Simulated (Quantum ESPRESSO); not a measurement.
Density of states of NbSi2 (P6_222, 9 atoms in the cell).

```
CELL_PARAMETERS angstrom
      4.84322     0.00000     0.00000
     -2.42161     4.19435     0.00000
      0.00000     0.00000     6.63708
ATOMIC_POSITIONS crystal
  Nb 0.00000 0.50000 0.16667
  Nb 0.50000 0.00000 0.50000
  Nb 0.50000 0.50000 0.83333
  Si 0.84184 0.68369 0.50000
  Si 0.15815 0.84184 0.83333
  Si 0.31631 0.15815 0.16667
  Si 0.15815 0.31631 0.50000
  Si 0.84184 0.15815 0.83333
  Si 0.68369 0.84184 0.16667
```

Computed with PBE, PseudoDojo standard norm-conserving (PBE) pseudopotentials (plane waves; Quantum ESPRESSO).

SCF settings: ecutwfc = 85 Ry; occupations = smearing; smearing = gaussian; degauss = 0.0073499 Ry; potentials = {Nb: Nb.upf, Si: Si.upf}; K_POINTS = automatic 6 6 3 0 0 0; conv_thr = 1e-11 Ry; mixing_beta = 0.7. Keys of the DOS step: nscf.calculation = nscf; nscf.occupations = tetrahedra_lin; nscf.nbnd = 42; nscf.startingwfc = random; nscf.diago_thr_init = 1e-06; nscf.K_POINTS = automatic 12 12 6 0 0 0; projwfc.x.filpdos = pdos; projwfc.x.DeltaE = 0.05 eV; projwfc.x.ngauss = 0; projwfc.x.degauss = 0.01 Ry.

The starting cell comes from a database of computed structures (which also holds hypothetical and non-ambient phases and stackings), without a prior relaxation at this level. Its lattice was rescaled by a random factor within 2.5 % of one. Spin polarisation is off.

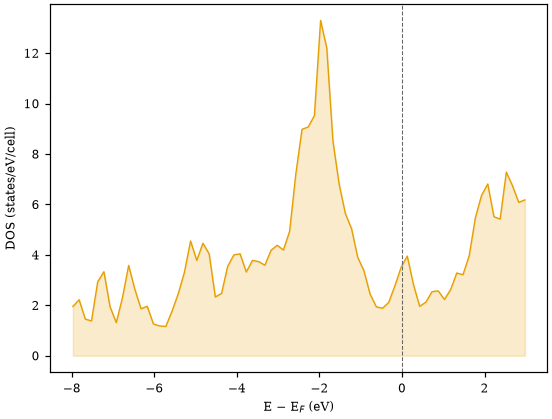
Fig. 1. Total density of states, both spins summed.

Total DOS (both spins), as means of the tabulated values in each energy bin; the zero is the program's Fermi level or highest filled level, and the curve is cut to this window:

(E (eV), states/eV/cell): (-7.80, 1.87); (-7.40, 2.55); (-7.00, 1.62); (-6.60, 2.84); (-6.20, 1.69); (-5.80, 1.17); (-5.40, 2.50); (-5.00, 4.26); (-4.60, 3.19); (-4.20, 3.34); (-3.80, 3.71); (-3.40, 3.66); (-3.00, 4.25); (-2.60, 7.04); (-2.20, 9.29); (-1.80, 11.3); (-1.40, 5.83); (-1.00, 3.63); (-0.60, 2.09); (-0.20, 2.79); (0.20, 3.38); (0.60, 2.21); (1.00, 2.47); (1.40, 3.25); (1.80, 5.26); (2.20, 5.91); (2.60, 7.01)

Around zero the curve holds about 3.7 states/eV/cell.
